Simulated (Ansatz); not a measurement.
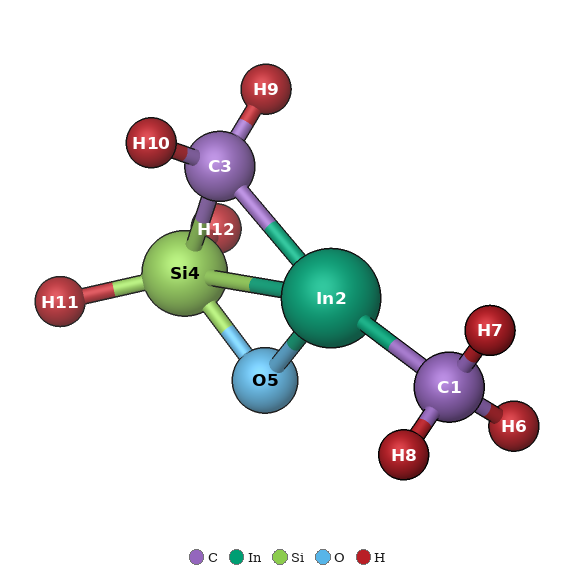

Numbered structure. The geometry was computed by an optimisation with PBE0-D4/def2-TZVP. No frequency run is at hand to confirm it as a minimum.

> What is the geometry at C1?

C1 has 4 neighbours (In2 at 2.12, H6 at 1.09, H7 at 1.09, H8 at 1.09 Å); the arrangement is tetrahedral.

> Which bond is the longest?

In2–Si4, 2.765 Å.

> What is the dihedral angle C3–In2–Si4–O5?

180° in size, that is anti.
